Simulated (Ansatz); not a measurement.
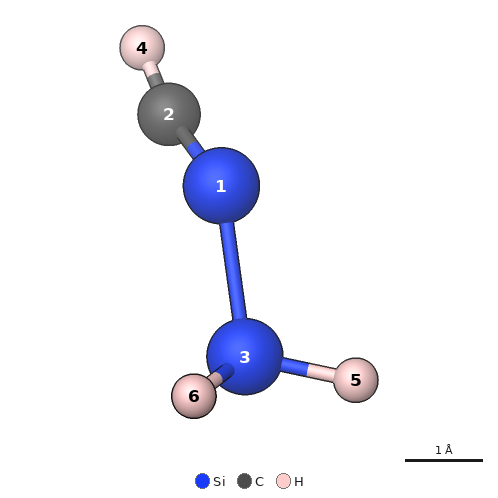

Orthographic view. Distant atoms are faded towards the background colour. The species is neutral and a spin doublet. Computed geometry: PBE0-D4/def2-TZVP optimisation. No frequency run is at hand to confirm it as a minimum.

List all interatomic distances (Å) as a matrix.

```tsv
atom	Si1	C2	Si3	H4	H5	H6
Si1	0.00					
C2	1.65	0.00				
Si3	2.27	3.59	0.00			
H4	2.68	1.08	4.65	0.00		
H5	3.11	4.50	1.49	5.54	0.00	
H6	3.11	4.51	1.49	5.55	2.41	0.00
```
